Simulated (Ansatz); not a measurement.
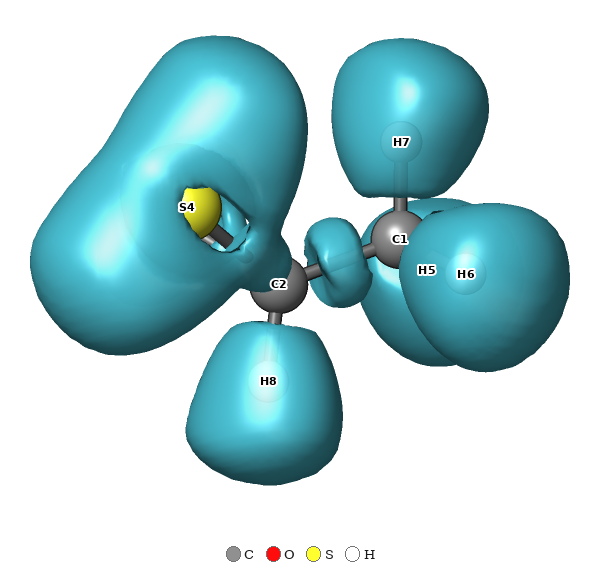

*C$_{2}$H$_{4}$OS (SMILES CC1OS1). Isosurface of the electron localisation function at 0.75 (cyan), seen at a tilt. Only the valence region is drawn (cores and ρ < 0.01 e/Å³ removed).*

Level of theory: RKS PBE0-D4/def2-SVP in Ansatz 0.2.0.

```xyz
8

C     0.1305    0.7337   -0.4509
C    -0.3318   -0.4385    0.3537
O     0.4935   -0.8786    1.3656
S     0.3826   -2.0553    0.0789
H    -0.0467    1.6612    0.1178
H    -0.4262    0.8032   -1.3971
H     1.2039    0.6449   -0.6654
H    -1.4057   -0.4706    0.5975
```

What do the ELF domains correspond to?

Answer. The ELF exceeds this value in one region between bonded C–C atoms (shared pairs), four regions around hydrogen nuclei, one region on O in which the atom's valence shell and bonds are merged and one region on S in which the atom's valence shell and bonds are merged. Along the contacts the grid gives the following. C–O (1.38 Å): the ELF peaks at about 0.85 between the atoms: a polar covalent bond. C–C (1.50 Å): the ELF peaks at about 0.95 between the atoms; a covalent bond.
